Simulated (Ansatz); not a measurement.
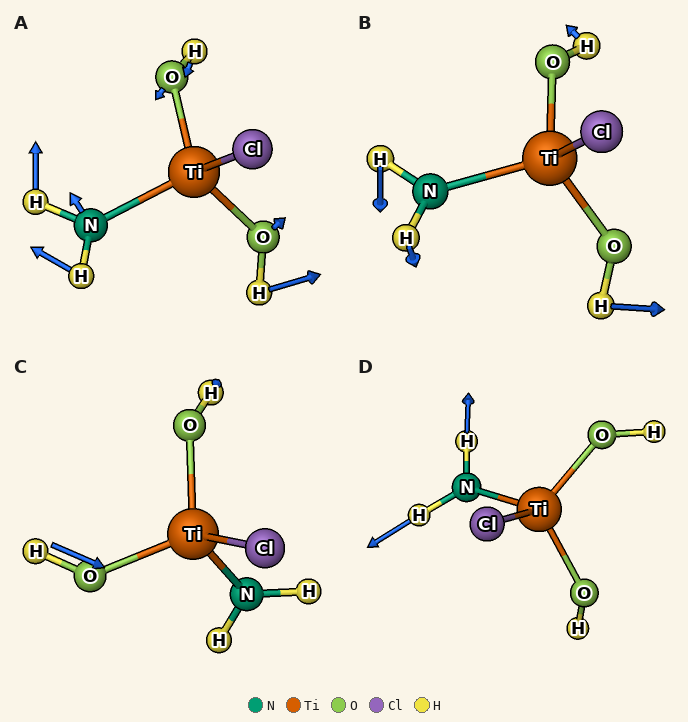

4 normal modes of one molecule or complex, as arrows. The species is neutral and a spin singlet. Harmonic vibrations computed with RKS PBE0-D4/def2-TZVP (Ansatz 0.2.0) at a stationary point of the same level.

Match the panels to the wavenumbers 193 cm⁻¹, 398 cm⁻¹, 3562 cm⁻¹, 3929 cm⁻¹.

A: 193 cm⁻¹
B: 398 cm⁻¹, H–O–Ti bending
C: 3929 cm⁻¹, O–H stretching
D: 3562 cm⁻¹, in-phase stretching of 2 N–H bonds
